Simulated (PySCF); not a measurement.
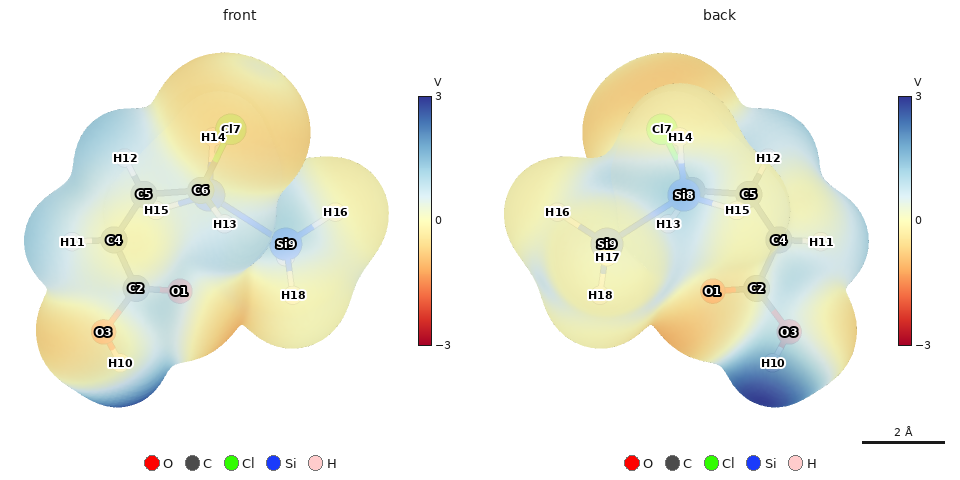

Figure. C$_{4}$H$_{9}$ClO$_{2}$Si$_{2}$. The molecular electrostatic potential painted on the density surface at 0.002 e/bohr³, seen from the front and from behind; red is negative and blue positive.

Geometry: GFN2-xTB.

Computed with PySCF, PBE0/pcSseg-1, SCF density, gas phase, non-relativistic.

The calculation's input:

```
{"job": {"kind": "nmr", "xc": "PBE0", "basis": "pcSseg-1"}, "charge": 0, "multiplicity": 1}
O     -0.820162    -0.195572    -1.533279
C     -1.884846     0.008567    -0.969876
O     -3.021357     0.136936    -1.666746
C     -2.051704     0.168551     0.456256
C     -1.044693    -0.084289     1.313012
C      0.256775    -0.585423     0.905643
Cl     1.227868    -1.101039     2.307013
Si     1.229921     0.771391    -0.122597
Si     2.408367    -0.231463    -1.833734
H     -2.842083     0.043786    -2.615509
H     -3.011751     0.522096     0.793862
H     -1.188479     0.119453     2.365776
H      0.165294    -1.451811     0.253776
H      2.099219     1.351934     0.919777
H      0.303955     1.870570    -0.411899
H      3.597935    -0.928340    -1.325630
H      2.903435     0.799440    -2.750875
H      1.663548    -1.208468    -2.626146
```

Launched as:

```sh
OMP_NUM_THREADS=1 python probes_run.py task.json out
```

**Describe the electrostatic potential map.**

The most negative region (about −1.0 V) lies over O1, the most positive (about +2.8 V) over H10. Cl7 shows a σ-hole: about +0.2 V at the tip opposite its bond, against about −0.6 V on its flanks.

**How polar is the molecule by this calculation?**

Its dipole moment is 2.80 D.
